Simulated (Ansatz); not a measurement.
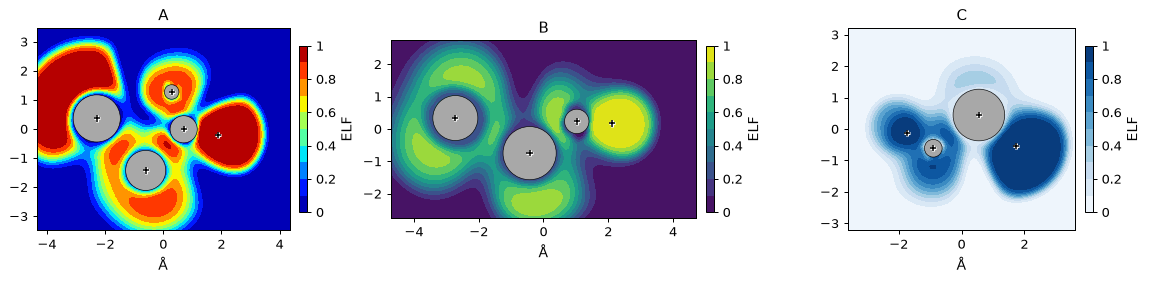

The ELF of 3 systems, each on a plane through atoms (crosses mark nuclei in the plane; grey discs cover the cores).

The calculation used Ansatz 0.2.0, isolated molecule in a Gaussian basis; Kohn-Sham density functional theory, functional PBE0.

System 1: GeH₄O (SMILES [OH][GeH3]), the plane of atoms Ge1, O2 and H3. Geometry: B3LYP-D4/def2-TZVP.

```xyz
6

Ge   -0.3506    0.0626    0.6200
O     0.2774   -1.6103    0.7868
H     0.9802   -1.8124    0.1616
H    -0.9309    0.2669   -0.7944
H    -1.4386    0.1604    1.6942
H     0.7845    1.0766    0.8691
```

System 2: AlBFHSe (SMILES FB[Se][Al]), the molecular plane. Geometry: PBE0-D3(BJ)/def2-SVP.

| atom | x (Å) | y (Å) | z (Å) |
| --- | --- | --- | --- |
| Al | -0.0381 | -1.9208 | 3.0950 |
| B | -2.1629 | -2.1364 | 0.9714 |
| F | -1.1206 | -2.9775 | 0.8226 |
| Se | -2.1923 | -0.9224 | 2.4656 |
| H | -3.0381 | -2.1914 | 0.1438 |

System 3: CHGeI (SMILES [CH]#[Ge][I]), the molecular plane. Geometry: B3LYP-D3(BJ)/def2-SVP; core potentials replace the inner electrons of I.

```yaml
atoms:
  - { symbol: C, position_ang: [0.8056, 1.1886, -0.2604] }
  - { symbol: Ge, position_ang: [0.5479, -0.3675, 0.5075] }
  - { symbol: I, position_ang: [2.4364, -2.0516, 0.6907] }
  - { symbol: H, position_ang: [0.3005, 2.1243, -0.5248] }
```

Which map belongs to which system?

Panel A is system 2, AlBFHSe: the plane holds Al, B, F, Se and H. B–F (1.35 Å): the ELF peaks at about 0.85 between the atoms, as expected for a shared but strongly polarised pair. Panel B is system 3, CHGeI: the plane holds C, Ge, I and H. C–Ge (1.75 Å): the ELF peaks at about 0.80 in the valence shell of C, 0.7 Å from its nucleus, and is about 0.35 at the midpoint. Panel C is system 1, GeH₄O: the plane holds Ge, O and H. Ge–O (1.79 Å): the ELF peaks at about 0.85 in the valence shell of O, 0.6 Å from its nucleus, and is about 0.35 at the midpoint.
